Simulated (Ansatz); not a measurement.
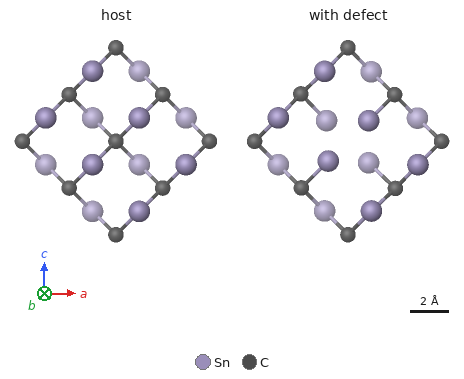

Left: perfect SnC. Right: the same region with one point defect, after relaxing the atoms in a supercell of 64 sites. Style: ball-and-stick. Shown: the atoms within 5.4 Å of one point, in a slice 4.2 Å thick across the line of sight, along the b axis.

All numbers below come from DFT, PBEsol, PAW, plane waves in Ansatz 0.2.0. (plane-wave cutoff 420 eV; k-point mesh 1 × 1 × 1; mesh shifted by (0.25, 0.25, 0.25); no spin polarisation) Fermi-Dirac smearing of 0.01 eV. A uniform background neutralises the charged cell. The axes drawn are those of the host's conventional cell.

What kind of defect was made?

A carbon atom is taken out (a vacancy).

The charge state of the cell is −4.

What does the relaxation do around it?

Around the empty C site the host had 4 Sn at 2.18 Å; after relaxation the nearest atoms are 4 Sn at 1.84 to 1.95 Å. Of the host's atoms, a tin atom moves furthest from its site, by 0.34 Å.

Limits of the set-up: the cell is charged, on a uniform background, and energies carry no finite-size correction.
